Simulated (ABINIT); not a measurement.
**Mg3SiS (Pm-3m): zone-centre phonons**

Aim: the zone-centre modes of Mg3SiS (Pm-3m).

Main program and level: ABINIT 10.8.3; DFT LDA, scalar-relativistic, plane waves, HGH norm-conserving pseudopotentials.

The structure was built from a prototype and need not be the compound's stable phase.

### 1. The structure

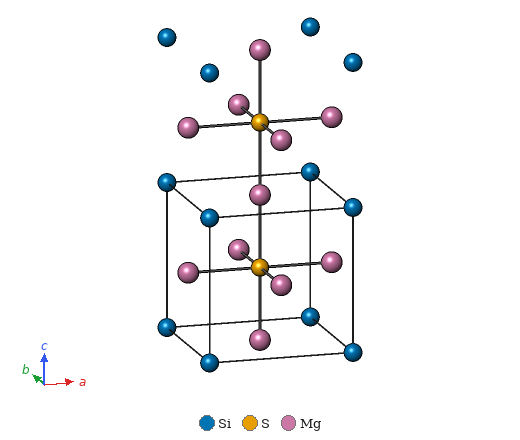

The starting structure, seen slightly off an axis (silicon blue, sulfur orange, magnesium pink). 1×1×2 cells are drawn. Some periodic images of atoms are drawn too.

### 2. A probe with smearing

A first run with smearing and empty bands tells whether the crystal has a gap, which decides between fixed occupations and smearing later on.

probe.abi

```
# ground state
tolvrs 1.0d-08
prtden 1
prtwf 1

# basis, mesh and filling
ecut 30.0
ixc 7
ngkpt 4 4 4
nshiftk 1
shiftk 0.0 0.0 0.0
istwfk *1
occopt 7
tsmear 0.005
nband 14
nstep 100
diemac 9.0
prtebands 0
prtgsr 0

# cell and atoms
acell 9.868905713 9.868905713 9.868905713
rprim 
    1.0 0.0 0.0
    0.0 1.0 0.0
    0.0 0.0 1.0
ntypat 3
znucl 14 16 12
natom 5
typat 1 2 3 3 3
xred 
    0.0 0.0 0.0
    0.5 0.5 0.5
    0.5 0.5 0.0
    0.5 0.0 0.5
    0.0 0.5 0.5
pp_dirpath "./pseudo"
pseudos "Si.hgh, S.hgh, Mg.hgh"
```

Run with:

```console
$ OMP_NUM_THREADS=1 mpirun -n 4 abinit probe.abi > probe.log
```

Numbers of over 12 decimals in the logs are rounded to 6 here.

probe.abo, the main output file:

```text
[banners, grids, parts of the stress and lines that vanish by symmetry left out]
- input  file    -> probe.abi
- output file    -> probe.abo
- root for input  files -> probei
[...]
Symmetries : space group Pm -3 m (#221); Bravais cP (primitive cubic)
[...]
mpw =        7568          nfft =      125000          nkpt =          10
[...]
== DATASET  1 ==================================================================
[...]
cutoff_energies: {ecut:  30.0, pawecutdg:  -1.0, }
[...]
Exchange-correlation functional for the present dataset will be:
  LDA: Perdew-Wang 92 LSD fit to Ceperley-Alder data - ixc=7
[...]
ETOT  1  -16.741985374859    -1.674E+01 1.433E-02 7.247E+02
 ETOT  2  -16.835352607973    -9.337E-02 2.956E-03 1.973E+02
 ETOT  3  -16.867896289958    -3.254E-02 1.294E-03 2.231E+01
 ETOT  4  -16.870319563674    -2.423E-03 4.768E-04 5.278E-01
 ETOT  5  -16.870411965919    -9.240E-05 8.605E-05 2.069E-02
 ETOT  6  -16.870414249580    -2.284E-06 3.853E-05 1.126E-03
 ETOT  7  -16.870414375695    -1.261E-07 1.631E-05 3.154E-06
 ETOT  8  -16.870414376033    -3.385E-10 2.542E-06 9.353E-08
 ETOT  9  -16.870414376044    -1.130E-11 5.151E-06 8.928E-10
 At SCF step    9       vres2   =  8.93E-10 < tolvrs=  1.00E-08 =>converged.
[...]
sigma(1 1)=  3.10890339E-04  sigma(3 2)=  0.00000000E+00
  sigma(2 2)=  3.10890339E-04  sigma(3 1)=  0.00000000E+00
  sigma(3 3)=  3.10890339E-04  sigma(2 1)=  0.00000000E+00
[...]
convergence: {deltae: -1.130E-11, res2:  8.928E-10, residm:  5.151E-06, diffor: null, }
etotal    :  -1.68704144E+01
[...]
sigma(1 1)=  3.10890339E-04  sigma(3 2)=  0.00000000E+00
  sigma(2 2)=  3.10890339E-04  sigma(3 1)=  0.00000000E+00
  sigma(3 3)=  3.10890339E-04  sigma(2 1)=  0.00000000E+00
[...]
- sigma(1 1)=  9.14670957E+00  sigma(3 2)=  0.00000000E+00
- sigma(2 2)=  9.14670957E+00  sigma(3 1)=  0.00000000E+00
- sigma(3 3)=  9.14670957E+00  sigma(2 1)=  0.00000000E+00
[...]
fcart     -0.0000000000E+00 -0.0000000000E+00 -0.0000000000E+00
           strten      3.1089033938E-04  3.1089033938E-04  3.1089033938E-04
================================================================================

[key lines of the parts left out:]
pressure_GPa:  -9.1467E+00
```

The job ended after 14 s (4 MPI ranks of Arm Neoverse N1, shared host).

This step gave:

* volume per atom: 28.49 Å³
* pressure: -9.147 GPa
* gap on the k-mesh: 0 eV

No gap opens on this mesh, so smearing is kept; the printed pressure holds the stress of the finite basis too.

### 3. Rough relaxation

The typed start is rough, so a first relaxation with smearing and loose thresholds takes it towards rest cheaply.

prerelax.abi

```
# relaxation
ionmov 2
optcell 2
dilatmx 1.15
chkdilatmx 0
ntime 40
tolmxf 3.0d-04
tolvrs 1.0d-10
prtwf 0
prtden 0
chksymtnons 0

# basis, mesh and filling
ecut 31.0
ecutsm 3.0
ixc 7
ngkpt 4 4 4
nshiftk 1
shiftk 0.0 0.0 0.0
istwfk *1
occopt 7
tsmear 0.005
nband 14
nstep 100
diemac 1000000.0
prtebands 0
prtgsr 0

# cell and atoms
acell 9.868905713 9.868905713 9.868905713
rprim 
    1.0 0.0 0.0
    0.0 1.0 0.0
    0.0 0.0 1.0
ntypat 3
znucl 14 16 12
natom 5
typat 1 2 3 3 3
xred 
    0.0 0.0 0.0
    0.5 0.5 0.5
    0.5 0.5 0.0
    0.5 0.0 0.5
    0.0 0.5 0.5
pp_dirpath "./pseudo"
pseudos "Si.hgh, S.hgh, Mg.hgh"
```

Run with:

```console
$ OMP_NUM_THREADS=1 mpirun -n 4 abinit prerelax.abi > prerelax.log
```

prerelax.abo, the main output file:

```text
[banners, grids, parts of the stress and lines that vanish by symmetry left out]
- input  file    -> prerelax.abi
- output file    -> prerelax.abo
- root for input  files -> prerelaxi
[...]
Symmetries : space group Pm -3 m (#221); Bravais cP (primitive cubic)
[...]
mpw =       12140          nfft =      216000          nkpt =          10
[...]
== DATASET  1 ==================================================================
[...]
cutoff_energies: {ecut:  31.0, pawecutdg:  -1.0, }
[...]
Exchange-correlation functional for the present dataset will be:
  LDA: Perdew-Wang 92 LSD fit to Ceperley-Alder data - ixc=7
[...]
ETOT  1  -16.741963332232    -1.674E+01 1.902E-02 1.255E+03
 ETOT  2  -16.854463066745    -1.125E-01 3.911E-03 1.302E+02
 ETOT  3  -16.869003052912    -1.454E-02 4.260E-04 2.231E+01
 ETOT  4  -16.870332709265    -1.330E-03 4.611E-04 4.537E-01
[...]
ETOT  8  -16.933289143709    -4.405E-13 4.626E-09 1.180E-11
 At SCF step    8       vres2   =  1.18E-11 < tolvrs=  1.00E-10 =>converged.
[...]
sigma(1 1)=  6.52885011E-07  sigma(3 2)=  0.00000000E+00
  sigma(2 2)=  6.52885011E-07  sigma(3 1)=  0.00000000E+00
  sigma(3 3)=  6.52885011E-07  sigma(2 1)=  0.00000000E+00
[...]
convergence: {deltae: -4.405E-13, res2:  1.180E-11, residm:  4.626E-09, diffor: null, }
etotal    :  -1.69332891E+01
[...]
At Broyd/MD step   7, gradients are converged :
[...]
sigma(1 1)=  6.52885011E-07  sigma(3 2)=  0.00000000E+00
  sigma(2 2)=  6.52885011E-07  sigma(3 1)=  0.00000000E+00
  sigma(3 3)=  6.52885011E-07  sigma(2 1)=  0.00000000E+00
[...]
- sigma(1 1)=  1.92085402E-02  sigma(3 2)=  0.00000000E+00
- sigma(2 2)=  1.92085402E-02  sigma(3 1)=  0.00000000E+00
- sigma(3 3)=  1.92085402E-02  sigma(2 1)=  0.00000000E+00
[...]
fcart     -0.0000000000E+00 -0.0000000000E+00 -0.0000000000E+00
           strten      6.5288501117E-07  6.5288501117E-07  6.5288501117E-07
================================================================================

[key lines of the parts left out:]
pressure_GPa:  -1.9209E-02
Total energy (etotal) [Ha]= -1.69332891437091E+01
```

Run time: 2.8 min. Hardware: 4 MPI ranks; 11 min of CPU time.

Relaxation path:

| step | energy less that of the first step (eV) | largest force (eV/Å) | volume (Å³) |
| --- | --- | --- | --- |
| 1 | 0.0000 | 0.0000 | 142.43 |
| 2 | -0.2204 | 0.0000 | 138.51 |
| 3 | 0.2140 | 0.0000 | 72.88 |
| 4 | -1.4673 | 0.0000 | 111.95 |
| 5 | -1.6859 | 0.0000 | 102.80 |
| 6 | -1.7110 | 0.0000 | 98.08 |
| 7 | -1.7120 | 0.0000 | 98.85 |

| conventional cell, symmetrised | before | after | change |
| --- | --- | --- | --- |
| a (Å) | 5.222 | 4.624 | -11.5 % |
| b (Å) | 5.222 | 4.624 | -11.5 % |
| c (Å) | 5.222 | 4.624 | -11.5 % |
| volume (Å³/atom) | 28.49 | 19.77 | -30.6 % |

The relaxed structure:

```
Si S Mg
1.0
     4.62370    0.00000    0.00000
     0.00000    4.62370    0.00000
     0.00000    0.00000    4.62370
Si S Mg
1 1 3
Direct
  0.00000 0.00000 0.00000
  0.50000 0.50000 0.50000
  0.50000 0.50000 0.00000
  0.50000 0.00000 0.50000
  0.00000 0.50000 0.50000
```

Numbers from this step:

```yaml
volume_per_atom: 19.77 Å³
pressure: -0.01921 GPa
```

The volume changes by -30.6 % in this run and stands -30.6 % from the first cell.

### 4. Rough relaxation

The cell changed much, so the rough relaxation is repeated on a basis made for the new cell.

prerelax.abi, as its differences from that of step 3:

```diff
@@ -29,3 +29,3 @@
 # cell and atoms
-acell 9.868905713 9.868905713 9.868905713
+acell 8.737533172 8.737533172 8.737533172
 rprim
```

prerelax.abo, the main output file:

```text
[banners, grids, parts of the stress and lines that vanish by symmetry left out]
- input  file    -> prerelax.abi
- output file    -> prerelax.abo
- root for input  files -> prerelaxi
[...]
Symmetries : space group Pm -3 m (#221); Bravais cP (primitive cubic)
[...]
mpw =        8417          nfft =      157464          nkpt =          10
[...]
== DATASET  1 ==================================================================
[...]
cutoff_energies: {ecut:  31.0, pawecutdg:  -1.0, }
[...]
Exchange-correlation functional for the present dataset will be:
  LDA: Perdew-Wang 92 LSD fit to Ceperley-Alder data - ixc=7
[...]
ETOT  1  -16.815053344324    -1.682E+01 3.106E-02 1.126E+03
 ETOT  2  -16.926327612845    -1.113E-01 7.826E-03 5.419E+01
 ETOT  3  -16.932891977858    -6.564E-03 2.679E-04 6.232E+00
 ETOT  4  -16.933284854429    -3.929E-04 2.622E-04 5.278E-02
 ETOT  5  -16.933288777947    -3.924E-06 3.755E-05 6.416E-03
[...]
ETOT  9  -16.933289150084     3.197E-14 1.024E-05 1.315E-10
 ETOT 10  -16.933289150085    -8.491E-13 1.954E-06 1.804E-12
 At SCF step   10       vres2   =  1.80E-12 < tolvrs=  1.00E-10 =>converged.
[...]
sigma(1 1)=  6.52895785E-07  sigma(3 2)=  0.00000000E+00
  sigma(2 2)=  6.52895785E-07  sigma(3 1)=  0.00000000E+00
  sigma(3 3)=  6.52895785E-07  sigma(2 1)=  0.00000000E+00
[...]
convergence: {deltae: -8.491E-13, res2:  1.804E-12, residm:  1.954E-06, diffor: null, }
etotal    :  -1.69332892E+01
[...]
At Broyd/MD step   1, gradients are converged :
[...]
sigma(1 1)=  6.52895785E-07  sigma(3 2)=  0.00000000E+00
  sigma(2 2)=  6.52895785E-07  sigma(3 1)=  0.00000000E+00
  sigma(3 3)=  6.52895785E-07  sigma(2 1)=  0.00000000E+00
[...]
- sigma(1 1)=  1.92088572E-02  sigma(3 2)=  0.00000000E+00
- sigma(2 2)=  1.92088572E-02  sigma(3 1)=  0.00000000E+00
- sigma(3 3)=  1.92088572E-02  sigma(2 1)=  0.00000000E+00
[...]
fcart     -0.0000000000E+00 -0.0000000000E+00 -0.0000000000E+00
           strten      6.5289578493E-07  6.5289578493E-07  6.5289578493E-07
================================================================================

[key lines of the parts left out:]
pressure_GPa:  -1.9209E-02
Total energy (etotal) [Ha]= -1.69332891500846E+01
```

Wall time 18 s (4 MPI ranks); 72 s of CPU time.

Little changed from the start: no atom moved by 0.005 Å and no cell edge by 0.1 %.

The volume changes by +0.0 % in this run and stands -30.6 % from the first cell.

### 5. Relaxation

The harmonic expansion needs vanishing forces, and a free crystal bears no stress, so cell and atoms are brought to rest. Stress is more sensitive to the basis than forces are: the last 3 Ha under the cutoff are smoothed with ecutsm, and the cutoff is raised above that of the later runs.

relax.abi

```
# relaxation
ionmov 2
optcell 2
dilatmx 1.08
ntime 40
tolmxf 1.0d-05
tolvrs 1.0d-14
prtwf 0
prtden 0
chksymtnons 0

# basis, mesh and filling
ecut 38.0
ecutsm 3.0
ixc 7
ngkpt 6 6 6
nshiftk 1
shiftk 0.0 0.0 0.0
istwfk *1
occopt 3
tsmear 0.01
nband 14
nstep 100
diemac 1000000.0
prtebands 0
prtgsr 0

# cell and atoms
acell 8.737533172 8.737533172 8.737533172
rprim 
    1.0 0.0 0.0
    0.0 1.0 0.0
    0.0 0.0 1.0
ntypat 3
znucl 14 16 12
natom 5
typat 1 2 3 3 3
xred 
    0.0 0.0 0.0
    0.5 0.5 0.5
    0.5 0.5 0.0
    0.5 0.0 0.5
    0.0 0.5 0.5
pp_dirpath "./pseudo"
pseudos "Si.hgh, S.hgh, Mg.hgh"
```

Run with:

```console
$ OMP_NUM_THREADS=1 mpirun -n 4 abinit relax.abi > relax.log
```

relax.abo, the main output file:

```text
[banners, grids, parts of the stress and lines that vanish by symmetry left out]
- input  file    -> relax.abi
- output file    -> relax.abo
- root for input  files -> relaxi
[...]
Symmetries : space group Pm -3 m (#221); Bravais cP (primitive cubic)
[...]
mpw =        9448          nfft =      157464          nkpt =          20
[...]
== DATASET  1 ==================================================================
[...]
cutoff_energies: {ecut:  38.0, pawecutdg:  -1.0, }
[...]
Exchange-correlation functional for the present dataset will be:
  LDA: Perdew-Wang 92 LSD fit to Ceperley-Alder data - ixc=7
[...]
ETOT  1  -16.814354162095    -1.681E+01 1.910E-02 1.212E+03
 ETOT  2  -16.931739890319    -1.174E-01 4.445E-03 7.529E+01
 ETOT  3  -16.940035246233    -8.295E-03 1.533E-03 7.583E+00
 ETOT  4  -16.940518221513    -4.830E-04 8.883E-04 9.023E-02
 ETOT  5  -16.940524375608    -6.154E-06 2.548E-04 6.263E-03
[...]
At SCF step   12       vres2   =  1.05E-15 < tolvrs=  1.00E-14 =>converged.
[...]
sigma(1 1)= -1.63395427E-05  sigma(3 2)=  0.00000000E+00
  sigma(2 2)= -1.63395427E-05  sigma(3 1)=  0.00000000E+00
  sigma(3 3)= -1.63395427E-05  sigma(2 1)=  0.00000000E+00
[...]
convergence: {deltae: -1.947E-12, res2:  1.050E-15, residm:  1.630E-05, diffor: null, }
etotal    :  -1.69405248E+01
[...]
ETOT  1  -16.940530521990    -1.694E+01 1.245E-05 1.186E-01
[...]
At SCF step    9       vres2   =  7.82E-15 < tolvrs=  1.00E-14 =>converged.
[...]
sigma(1 1)= -1.37049160E-05  sigma(3 2)=  0.00000000E+00
  sigma(2 2)= -1.37049160E-05  sigma(3 1)=  0.00000000E+00
  sigma(3 3)= -1.37049160E-05  sigma(2 1)=  0.00000000E+00
[...]
convergence: {deltae:  2.167E-13, res2:  7.815E-15, residm:  3.176E-06, diffor: null, }
etotal    :  -1.69405395E+01
[...]
ETOT  1  -16.940324108371    -1.694E+01 2.274E-05 3.293E+00
[...]
At SCF step   10       vres2   =  4.74E-16 < tolvrs=  1.00E-14 =>converged.
[...]
sigma(1 1)= -1.67247701E-07  sigma(3 2)=  0.00000000E+00
  sigma(2 2)= -1.67247701E-07  sigma(3 1)=  0.00000000E+00
  sigma(3 3)= -1.67247701E-07  sigma(2 1)=  0.00000000E+00
[...]
convergence: {deltae:  1.105E-12, res2:  4.743E-16, residm:  2.662E-07, diffor: null, }
etotal    :  -1.69405751E+01
[...]
ETOT  1  -16.940575072784    -1.694E+01 1.876E-07 5.050E-04
[...]
ETOT  7  -16.940575111225    -5.791E-13 2.925E-08 2.970E-13
 ETOT  8  -16.940575111225    -7.461E-13 3.976E-08 1.454E-15
 At SCF step    8       vres2   =  1.45E-15 < tolvrs=  1.00E-14 =>converged.
[...]
sigma(1 1)= -1.75777644E-09  sigma(3 2)=  0.00000000E+00
  sigma(2 2)= -1.75777644E-09  sigma(3 1)=  0.00000000E+00
  sigma(3 3)= -1.75777644E-09  sigma(2 1)=  0.00000000E+00
[...]
convergence: {deltae: -7.461E-13, res2:  1.454E-15, residm:  3.976E-08, diffor: null, }
etotal    :  -1.69405751E+01
[...]
At Broyd/MD step   4, gradients are converged :
[...]
sigma(1 1)= -1.75777644E-09  sigma(3 2)=  0.00000000E+00
  sigma(2 2)= -1.75777644E-09  sigma(3 1)=  0.00000000E+00
  sigma(3 3)= -1.75777644E-09  sigma(2 1)=  0.00000000E+00
[...]
- sigma(1 1)= -5.17155683E-05  sigma(3 2)=  0.00000000E+00
- sigma(2 2)= -5.17155683E-05  sigma(3 1)=  0.00000000E+00
- sigma(3 3)= -5.17155683E-05  sigma(2 1)=  0.00000000E+00
[...]
fcart     -0.0000000000E+00 -0.0000000000E+00 -0.0000000000E+00
           strten     -1.7577764389E-09 -1.7577764389E-09 -1.7577764385E-09
================================================================================

[key lines of the parts left out:]
pressure_GPa:   5.1716E-05
Total energy (etotal) [Ha]= -1.69405751112254E+01
```

Wall time 2 min (4 MPI ranks).

Step by step:

| step | energy less that of the first step (eV) | largest force (eV/Å) | volume (Å³) |
| --- | --- | --- | --- |
| 1 | 0.0000 | 0.0000 | 98.85 |
| 2 | -0.0004 | 0.0000 | 98.99 |
| 3 | -0.0014 | 0.0000 | 99.76 |
| 4 | -0.0014 | 0.0000 | 99.77 |

| conventional cell, symmetrised | before | after | change |
| --- | --- | --- | --- |
| a (Å) | 4.624 | 4.638 | +0.3 % |
| b (Å) | 4.624 | 4.638 | +0.3 % |
| c (Å) | 4.624 | 4.638 | +0.3 % |
| volume (Å³/atom) | 19.77 | 19.95 | +0.9 % |

Read from the output:

- volume per atom: 19.95 Å³
- pressure: 5.17e-5 GPa

The volume changes by +0.9 % in this run and stands -30.0 % from the first cell.

### 6. Ground state

The response is built on these wavefunctions, so the potential is converged far more tightly than an energy would need. Smearing stays on, as the first look found no gap above 0.3 eV.

gs.abi

```
# ground state
tolvrs 1.0d-16
prtden 1
prtwf 1

# basis, mesh and filling
ecut 30.0
ixc 7
ngkpt 6 6 6
nshiftk 1
shiftk 0.0 0.0 0.0
istwfk *1
occopt 3
tsmear 0.01
nband 14
nstep 100
diemac 1000000.0
prtebands 0
prtgsr 0

# cell and atoms
acell 8.764580601 8.764580601 8.764580601
rprim 
    1.0 0.0 0.0
    0.0 1.0 0.0
    0.0 0.0 1.0
ntypat 3
znucl 14 16 12
natom 5
typat 1 2 3 3 3
xred 
    0.0 0.0 0.0
    0.5 0.5 0.5
    0.5 0.5 0.0
    0.5 0.0 0.5
    0.0 0.5 0.5
pp_dirpath "./pseudo"
pseudos "Si.hgh, S.hgh, Mg.hgh"
```

Run with:

```console
$ OMP_NUM_THREADS=1 mpirun -n 4 abinit gs.abi > gs.log
```

gs.abo, the main output file:

```text
[banners, grids, parts of the stress and lines that vanish by symmetry left out]
- input  file    -> gs.abi
- output file    -> gs.abo
- root for input  files -> gsi
[...]
Symmetries : space group Pm -3 m (#221); Bravais cP (primitive cubic)
[...]
mpw =        5315          nfft =       91125          nkpt =          20
[...]
== DATASET  1 ==================================================================
[...]
cutoff_energies: {ecut:  30.0, pawecutdg:  -1.0, }
[...]
Exchange-correlation functional for the present dataset will be:
  LDA: Perdew-Wang 92 LSD fit to Ceperley-Alder data - ixc=7
[...]
ETOT  1  -16.817320184161    -1.682E+01 4.255E-02 6.987E+02
 ETOT  2  -16.930960893712    -1.136E-01 2.008E-02 4.486E+01
 ETOT  3  -16.939655163146    -8.694E-03 2.798E-03 4.385E+00
 ETOT  4  -16.940136120849    -4.810E-04 3.749E-04 5.615E-02
 ETOT  5  -16.940142746747    -6.626E-06 1.917E-04 3.933E-03
[...]
ETOT 12  -16.940143157844    -9.024E-13 1.681E-05 4.028E-16
 ETOT 13  -16.940143157846    -1.702E-12 4.699E-05 1.880E-17
 At SCF step   13       vres2   =  1.88E-17 < tolvrs=  1.00E-16 =>converged.
[...]
sigma(1 1)=  3.04606191E-06  sigma(3 2)=  0.00000000E+00
  sigma(2 2)=  3.04606191E-06  sigma(3 1)=  0.00000000E+00
  sigma(3 3)=  3.04606191E-06  sigma(2 1)=  0.00000000E+00
[...]
convergence: {deltae: -1.702E-12, res2:  1.880E-17, residm:  4.699E-05, diffor: null, }
etotal    :  -1.69401432E+01
[...]
sigma(1 1)=  3.04606191E-06  sigma(3 2)=  0.00000000E+00
  sigma(2 2)=  3.04606191E-06  sigma(3 1)=  0.00000000E+00
  sigma(3 3)=  3.04606191E-06  sigma(2 1)=  0.00000000E+00
[...]
- sigma(1 1)=  8.96182354E-02  sigma(3 2)=  0.00000000E+00
- sigma(2 2)=  8.96182354E-02  sigma(3 1)=  0.00000000E+00
- sigma(3 3)=  8.96182354E-02  sigma(2 1)=  0.00000000E+00
[...]
fcart     -0.0000000000E+00 -0.0000000000E+00 -0.0000000000E+00
           strten      3.0460619095E-06  3.0460619095E-06  3.0460619095E-06
================================================================================

[key lines of the parts left out:]
pressure_GPa:  -8.9618E-02
```

Run time: 25 s. Hardware: 4 MPI ranks.

This step gave:

```yaml
pressure: -0.08962 GPa
```

The cell stands at -0.090 GPa, close enough for phonons.

[end of part 1 of 4]

[Host names and launcher messages were left out of these logs when they were recorded.]

[Logs are printed without paths, hosts, clocks, repeated set-up lines and the standing remarks that a program may print on its own settings, such as how far it seeks lower states.]

[Hosts, paths, dates, database ids (printed as entryN), source tags and the programs' standing remarks are cut or masked in the printed files.]
